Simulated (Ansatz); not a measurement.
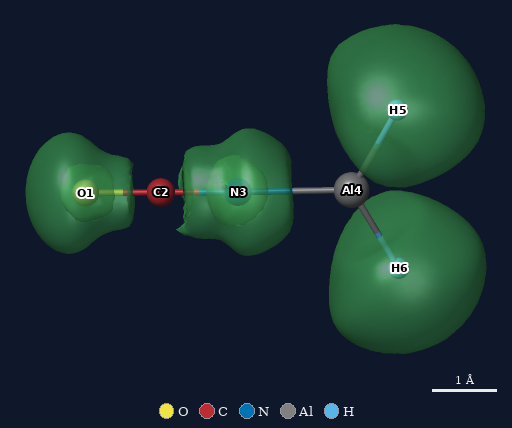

Figure 1: CH2AlNO. Isosurface of the electron localisation function at 0.75 (green), seen at a tilt. Core shells and regions of very low density are left out.

These are results of RKS BLYP-D4/def2-SVP (Ansatz 0.2.0), not measurements.

```yaml
atoms:
  - { symbol: O, position_ang: [1.6837, -2.2294, 0.9744] }
  - { symbol: C, position_ang: [1.0324, -1.3233, 0.5760] }
  - { symbol: N, position_ang: [0.3643, -0.3943, 0.1667] }
  - { symbol: Al, position_ang: [-0.6186, 0.9873, -0.4160] }
  - { symbol: H, position_ang: [-0.8456, 2.1946, 0.5836] }
  - { symbol: H, position_ang: [-1.1931, 0.9072, -1.8897] }
```

Describe the localisation domains.

Answer. The ELF exceeds this value in two regions around hydrogen nuclei, one region on N in which the atom's valence shell and bonds are merged and one region on O in which the atom's valence shell and bonds are merged.

Values along the shortest contacts:
C–O (1.18 Å): the ELF peaks at about 0.85 between the atoms: a short, multiple covalent bond. C–N (1.22 Å): the ELF peaks at about 0.85 between the atoms (a short, multiple covalent bond).
